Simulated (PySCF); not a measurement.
Consider C3H8AsGa.

```yaml
atoms:
  - { symbol: C, position_ang: [-3.3436, -0.2441, 0.1432] }
  - { symbol: C, position_ang: [-1.9762, 0.2210, 0.0282] }
  - { symbol: C, position_ang: [-0.8275, 0.6000, -0.0682] }
  - { symbol: Ga, position_ang: [0.9831, 1.2880, -0.2398] }
  - { symbol: As, position_ang: [2.6697, -0.8983, -0.1268] }
  - { symbol: H, position_ang: [-3.9702, 0.2562, -0.5949] }
  - { symbol: H, position_ang: [-3.3897, -1.3196, -0.0272] }
  - { symbol: H, position_ang: [-3.7297, -0.0273, 1.1391] }
  - { symbol: H, position_ang: [1.4935, 1.7646, -1.6372] }
  - { symbol: H, position_ang: [1.7278, 1.8092, 1.0395] }
  - { symbol: H, position_ang: [3.9015, -0.0686, -0.2472] }
  - { symbol: H, position_ang: [3.3963, -2.0876, -0.6850] }
  - { symbol: H, position_ang: [3.0606, -1.2930, 1.2586] }
```

Geometry: GFN2-xTB.

The calculation used CAM-B3LYP/def2-SVPD, SCF density, gas phase in PySCF 2.14.0.

What will maps of the electron density and electron localisation function show?

Answer. C–C (1.21 Å): ρ is about 2.7 e/Å³ halfway; the ELF peaks at about 0.85 between the atoms; a multiple bond.
C–Ga (1.94 Å): ρ is about 0.78 e/Å³ halfway; the ELF peaks at about 0.95 in the valence shell of C, 0.7 Å from its nucleus, and is about 0.50 at the midpoint.
Ga–As (2.76 Å): the density is about 0.24 e/Å³ at the midpoint, with its minimum of 0.21 e/Å³ about 1.2 Å from Ga; the ELF peaks at about 0.80 between the atoms.
C–H (1.09 Å): ρ at the midpoint is about 2 e/Å³; the ELF climbs to about 1 towards the hydrogen, as it does in any bond to H; an ordinary covalent bond to hydrogen.

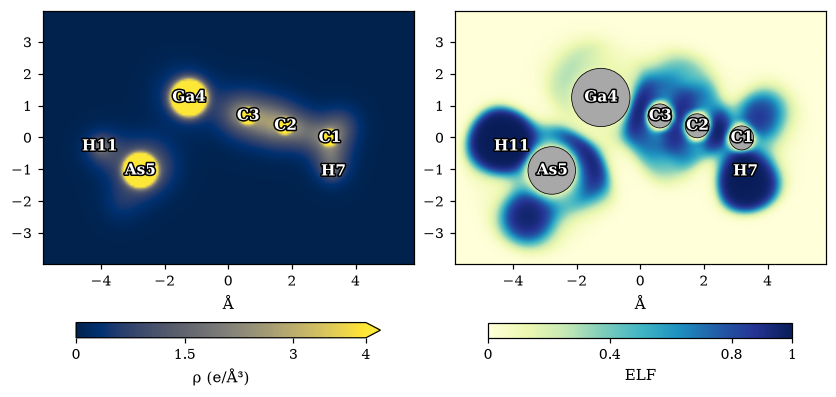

Computed electron density and electron localisation function on the plane of atoms Ga4, As5 and H11, in this order. Grey discs cover the atomic cores in the ELF map. 
